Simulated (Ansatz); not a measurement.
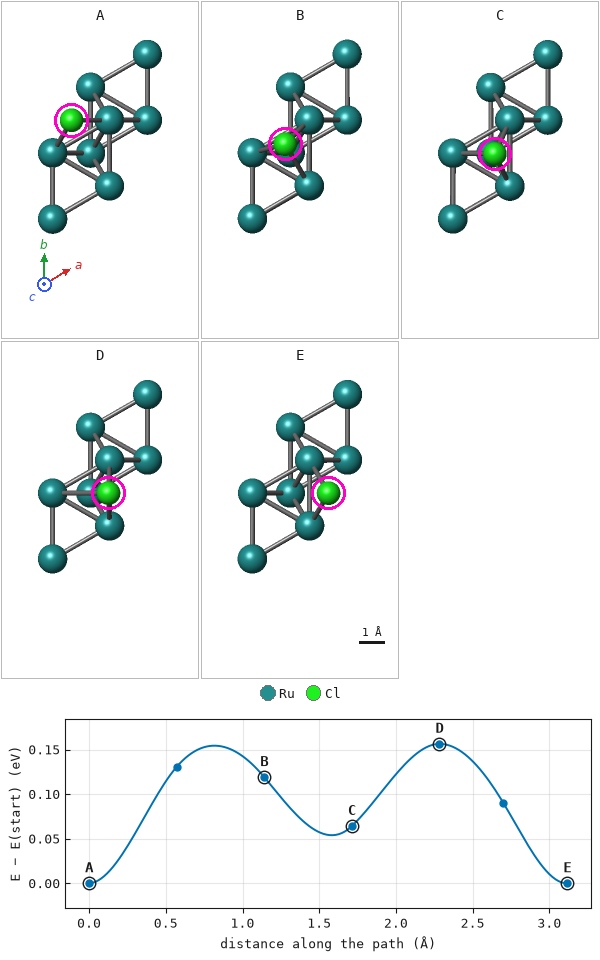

NEB run on Cl on Ru(0001) (13 atoms in the cell). Images are numbered from 0 (start) to 6 (end). Frames A to E are images 0, 2, 3, 4, 6. Style: ball-and-stick. Shown: the simulation cell, with the vacuum cut short (origin moved), along the c axis. The moving atom is ringed, with any periodic copies. Bonds to atoms that aren't drawn are left out.

Computed with DFT PBE, scalar-relativistic, plane waves, PAW (Ansatz 0.2.0). Run with plane-wave cutoff 420 eV; k-point mesh 4 × 4 × 1; Gaussian smearing 0.1 eV; 4 atoms held fixed; 5 movable images; climbing image; force threshold 0.03 eV/Å; iteration limit 70; starting path by image-dependent pair potential.

Question: What happens along the path, and what is the barrier?

Answer: The barrier is about 0.156 eV in both directions, with image 4 at the top; the ends have the same energy. The profile has 2 maxima (images 1, 4) with a dip at image 3 (+0.064 eV), so the process runs in steps. The adsorbate starts on a bridge site and hops by a lattice vector of the surface; other mechanisms, such as exchange with a surface atom, weren't searched. The path has more than one stage, and so few images may leave a stage unresolved. The Cl atom travels furthest, 2.70 Å from end to end, on a path that bends up to 0.72 Å away from the straight line. At the highest image its nearest neighbour (Ru) is 2.44 Å away, against 2.50 Å at the start. The band converged in 8 iterations. The largest component of the band force went from 1.5 to 0.023 eV/Å. The climbing image converged on the top of the path. A check of its curvatures found one unstable direction (−0.79 eV/Å²), as a transition state must have.

Limits of the set-up: the cell has an odd number of electrons but was run without spin polarisation; the periodic images lie only 5.4 Å apart, so the values are limited by the cell's size.

PAW datasets: the set soft_1.
